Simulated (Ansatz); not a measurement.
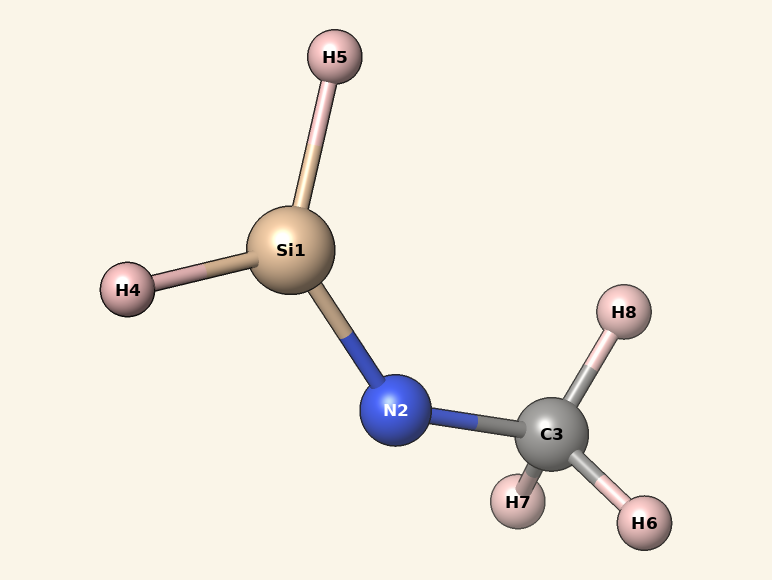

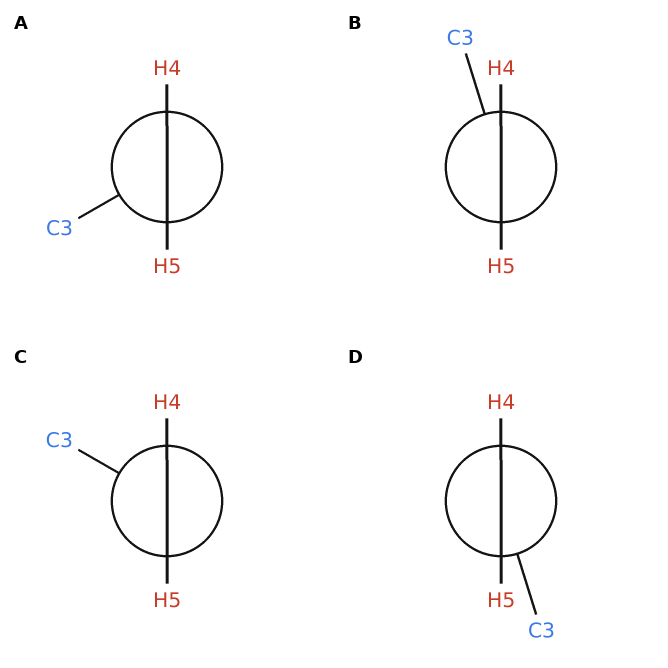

Distant atoms are faded towards the background colour. Bonds that would overlap in a projection are set slightly apart. Computed geometry: PBE0-D4/def2-TZVP optimisation.

Which Newman projection shows the view along Si1–N2, with Si1 in front?

D. The torsion angle H4–Si1–N2–C3 is 180°, antiperiplanar (anti).
